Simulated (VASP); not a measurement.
Band structure of BeMg3Te4 (ordered alloy cell). Computed with PBE GGA, VASP's PBE PAW potentials (set 64) (plane waves; VASP).

Unless said otherwise, spin-orbit coupling is left out, though it shifts the bands of the heavy elements here.

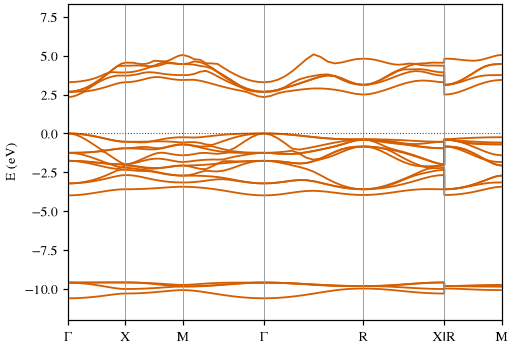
Figure: Bands along high-symmetry lines, zero at the valence-band maximum or, without a gap, the Fermi level

Task: Read the plot: is there a gap, and where are the band edges?

Result: The gap is direct, 2.34 eV, from the valence maximum at Γ to the conduction minimum at Γ. (Edges off the drawn lines would not show.)

The structure was generated: BeMg3Te4 was put into an ordered model structure (P-43m), which need not be its known phase. It was relaxed first.
